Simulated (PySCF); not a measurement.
## NMR shielding calculation of C₂H₉F₂SSi₂ (charge +1)

The run: NMR shielding calculation of C₂H₉F₂SSi₂, charge +1, SMILES C[S@@+]([SiH3])[SiH2]C(F)F. Method and program: GIAO PBE0/pcSseg-1 NMR shielding, non-relativistic, gas phase (PySCF 2.14.0).

Some settings of this run were made unusual or wrong on purpose. The geometry comes from this level: GFN2-xTB, coordinate held.

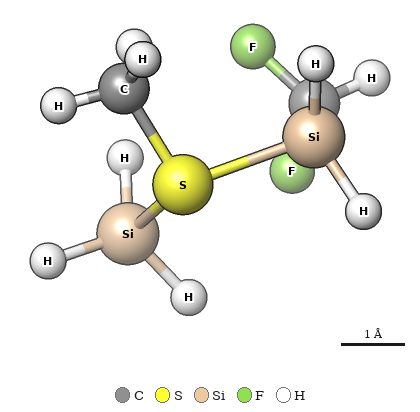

The structure as given in the input (ball-and-stick view, seen at a tilt). Bond lengths as drawn: C–F 1.36 to 1.37 Å, C–H 1.08 to 1.10 Å, C–S 1.82 Å, C–Si 1.95 Å, H–Si 1.45 to 1.46 Å and S–Si 2.26 to 2.33 Å.

### Input file
```
{"job": {"kind": "nmr", "xc": "PBE0", "basis": "pcSseg-1", "every": 1, "grid": 0, "pop": false}, "charge": 1, "multiplicity": 1}
C     -0.006710     1.548311     1.355632
S     -0.672249    -0.139827     1.176790
Si    -2.098806     0.157460    -0.642012
Si     1.167410    -1.315842     0.613016
C      1.339079    -0.912917    -1.287785
F      0.172271    -1.267999    -1.903457
F      1.434306     0.436103    -1.438803
H     -0.846813     2.202807     1.564563
H      0.671552     1.555882     2.202636
H      0.503329     1.862737     0.451251
H     -1.275178     0.974187    -1.519984
H     -3.144061     0.876013     0.076389
H     -2.350437    -1.232686    -0.972742
H      0.733671    -2.688822     0.790335
H      2.226260    -0.655386     1.356991
H      2.164644    -1.371690    -1.844069
```

The first line tells a small driver script what to run in PySCF; the rest is the geometry in Å.

Machine: 1 CPU thread, shared host.

Launched with:
```bash
OMP_NUM_THREADS=1 python <driver script> task.json out
```

### Log
```
final grid: 14800 points
cycle   1  E = -1257.3596542262  dE =  6.850e-01  |g| = 6.687e-01  |ddm| = 3.436e+00
cycle   2  E = -1257.2933126715  dE =  6.634e-02  |g| = 9.635e-01  |ddm| = 1.024e+00
cycle   3  E = -1257.4407182439  dE = -1.474e-01  |g| = 6.836e-02  |ddm| = 5.707e-01
cycle   4  E = -1257.4415793148  dE = -8.611e-04  |g| = 1.963e-02  |ddm| = 8.516e-02
cycle   5  E = -1257.4416574112  dE = -7.810e-05  |g| = 6.397e-03  |ddm| = 2.610e-02
cycle   6  E = -1257.4416676771  dE = -1.027e-05  |g| = 1.658e-03  |ddm| = 7.785e-03
cycle   7  E = -1257.4416682925  dE = -6.154e-07  |g| = 3.442e-04  |ddm| = 1.616e-03
cycle   8  E = -1257.4416683216  dE = -2.909e-08  |g| = 1.059e-04  |ddm| = 4.208e-04
cycle   9  E = -1257.4416683231  dE = -1.551e-09  |g| = 4.712e-05  |ddm| = 9.613e-05
cycle  10  E = -1257.4416683235  dE = -3.697e-10  |g| = 7.238e-06  |ddm| = 3.479e-05
converged SCF energy = -1257.4416683235

GIAO shielding tensors (ppm)
atom      isotropic    diamagn.    paramagn.     s11        s22        s33       span
  0 C      164.751     254.490     -89.739    149.635    153.339    191.279     41.645
  1 S      655.429    1061.536    -406.107    568.292    644.667    753.328    185.036
  2 Si     356.988     879.597    -522.609    312.028    349.307    409.630     97.602
  3 Si     357.776     879.873    -522.097    337.505    351.243    384.580     47.074
  4 C       60.205     244.909    -184.704     43.772     59.904     76.941     33.169
  5 F      310.612     476.102    -165.490    181.201    298.154    452.482    271.281
  6 F      317.161     476.585    -159.424    185.099    312.239    454.145    269.046
  7 H       28.907      29.727      -0.820     23.308     25.864     37.549     14.241
  8 H       28.807      29.655      -0.848     23.364     25.560     37.497     14.133
  9 H       28.737      32.042      -3.305     22.456     28.597     35.157     12.701
 10 H       26.348      30.040      -3.693     22.589     26.526     29.927      7.339
 11 H       26.415      28.632      -2.217     22.025     24.822     32.398     10.373
 12 H       26.289      29.145      -2.856     22.626     24.647     31.596      8.970
 13 H       26.336      28.198      -1.862     22.513     23.736     32.759     10.247
 14 H       26.358      28.647      -2.289     22.595     24.448     32.032      9.437
 15 H       24.618      26.503      -1.885     21.611     23.644     28.598      6.987
```

### What the run reported

```json
{"quantity": "outcome", "value": "converged"}
{"quantity": "total energy", "value": "−1257.441668 hartree"}
{"quantity": "HOMO", "value": "−12.89 eV"}
{"quantity": "LUMO", "value": "−5.69 eV"}
{"quantity": "isotropic shielding, C", "value": "60.2 to 164.8 ppm"}
{"quantity": "isotropic shielding, S", "value": "655.4 ppm"}
{"quantity": "isotropic shielding, Si", "value": "357.0 to 357.8 ppm"}
{"quantity": "isotropic shielding, F", "value": "310.6 to 317.2 ppm"}
{"quantity": "isotropic shielding, H", "value": "24.6 to 28.9 ppm"}
{"quantity": "wall time", "value": "20 s"}
{"quantity": "peak memory", "value": "0.92 GiB"}
```

Some settings of this run were drawn to be unusual or wrong; see grid = 0. It converged; results that depend on the unusual settings are not reference values.
